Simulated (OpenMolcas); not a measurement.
# Ir⁶⁺ among point charges: CASSCF and CASPT2 levels and susceptibility

How does a field of 6 point charges split the states of Ir⁶⁺, and what χT follows?

Method: state-averaged CASSCF and CASPT2, spin-orbit coupling by RASSI with atomic mean-field integrals. Code: OpenMolcas 26.06.

## 1. The system

* Species: Ir⁶⁺ (iridium, Z = 77, 71 electrons)
* Basis: ANO-RCC-VTZP [8s7p5d3f1g], 84 functions
* Scalar Hamiltonian: DKH2, point nucleus
* Inactive shells: 1s 2s 2p 3s 3p 3d 4s 4p 4d 4f 5s 5p
* Active space: 3 electrons in 5 orbitals (5d)
* Some configurations of this space: 5d³
* Orbitals: optimised for each spin and parity, averaged over all roots

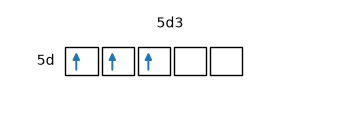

Outer shells as boxes.

The ion sits among 6 point charges of -1 e arranged as an octahedron (Oh), 1.7 Å from the ion.

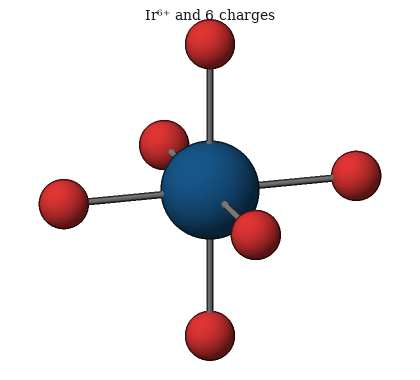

The ion and the point charges (red).

The work runs as a chain of OpenMolcas steps in one folder; each step below is one input file. Labels, J, g values, rates, χT and fits are worked out afterwards by a script from the matrices that RASSI stores. The input lists half of the charges; inversion (Group=XYZ) makes the rest.

## 2. One- and two-electron integrals

a.inp

```
&GATEWAY
Coord
1

Ir 0.0 0.0 0.0
Basis=ANO-RCC-VTZP
Group=XYZ
NoMove
AngMom=0.0 0.0 0.0
AMFI
XField
3 Angstrom 0
1.700000 0.000000 0.000000 -1.000000
0.000000 1.700000 0.000000 -1.000000
0.000000 0.000000 1.700000 -1.000000
&SEWARD
```

Run with:

```bash
OMP_NUM_THREADS=1 MOLCAS_MEM=1689 MOLCAS_PROJECT=a pymolcas a.inp > a.log
```

## 3. Reference wave functions, quartets of even parity, 10 roots

a.inp

```
&RASSCF
FileOrb=start.orb
Symmetry=1
Spin=4
nActEl=3 0 0
Inactive=15 19
Ras2=5 0
CIRoot=10 10 1
SDav=10
CIMx=300
Iter=120 100
PrWF=0.3
OrbListing=Nothing
MaxOrb=0
>>> COPY $Project.JobIph JOB001
```

start.orb holds the contracted functions of the basis, ordered by shell, or the orbitals of the step before.

## 4. Reference wave functions, doublets of even parity, 40 roots

a.inp

```
&RASSCF
FileOrb=start.orb
Symmetry=1
Spin=2
nActEl=3 0 0
Inactive=15 19
Ras2=5 0
CIRoot=40 40 1
SDav=40
CIMx=300
Iter=120 100
PrWF=0.3
OrbListing=Nothing
MaxOrb=0
>>> COPY $Project.JobIph JOB002
```

## 5. RASSI: spin-orbit coupling between the states

a.inp

```
&RASSI
NrOfJobIphs=2 10 40
1 2 3 4 5 6 7 8 9 10
1 2 3 4 5 6 7 8 9 10 11 12 13 14 15 16 17 18 19 20 21 22 23 24 25 26 27
28 29 30 31 32 33 34 35 36 37 38 39 40
IphNames
JOB001
JOB002
EJob
SpinOrbit
DIPRint=1.0
SOCoupling=1000.0
Subsets=2
Property=9
'ANGMOM' 1 'ANGMOM' 2 'ANGMOM' 3 'MLTPL  1' 1 'MLTPL  1' 2 'MLTPL  1' 3
'AMFI' 1 'AMFI' 2 'AMFI' 3
SOProperty=3
'ANGMOM' 1 'ANGMOM' 2 'ANGMOM' 3
```

## 6. CASPT2: IPEA 0.25, imaginary shift 0.1 (closed shells correlated: 5s 5p)

a.inp

```
>>> COPY JOB001 $Project.JobIph
&CASPT2
Multistate=10 1 2 3 4 5 6 7 8 9 10
NoMult
Frozen=14 16
IPEA=0.25
Imaginary=0.1
MaxIter=60
WThr=0.0 0.3 0.05
PrWF=0.5
NoMix
>>> COPY JOB002 $Project.JobIph
&CASPT2
Multistate=40 1 2 3 4 5 6 7 8 9 10 11 12 13 14 15 16 17 18 19 20 21 22
23 24 25 26 27 28 29 30 31 32 33 34 35 36 37 38 39 40
NoMult
Frozen=14 16
IPEA=0.25
Imaginary=0.1
MaxIter=60
WThr=0.0 0.3 0.05
PrWF=0.5
NoMix
```

(Steps that only read results are left out.)

What does the calculation give? Wanted: spin-free ground state; first state of the same spin within the active space; lowest level; next level.

**Answer**, as computed:

| quantity | value |
| --- | --- |
| method | SS-CASPT2, IPEA 0.25, imaginary shift 0.1 (closed shells correlated: 5s 5p) |
| spin-free ground state | 4A2, 1-fold in its orbital part |
| first state of the same spin within the active space | 4T2 at 7500 cm⁻¹ |
| lowest level | 4-fold Γ8 |
| next level | 8902.5 cm⁻¹ |
| χT at 300 K | 0.13 cm³ K/mol |
| effective moment at 300 K | 1.03 μB |

Cost by method:

| method | time of its own steps | time with the reference |
| --- | --- | --- |
| A. CASSCF | 7.8 s | 7.8 s |
| B. SS-CASPT2, IPEA 0.25, imaginary shift 0.1, +5s 5p | 7.3 s | 15 s |

Times are of one thread on a shared host.

The spin-free ground state (4A2) comes to 100 % from free-ion F terms and keeps the highest spin of the shell. χT at 300 K is 0.13, against 1.88 cm³ K/mol for the spin alone, so spin-orbit coupling lowers it. CASPT2 does not keep the components of a term degenerate, and the means are used. The field of point charges can differ much from that of real complexes. Point charges carry no covalency, so the field is a model and not that of real ligands.
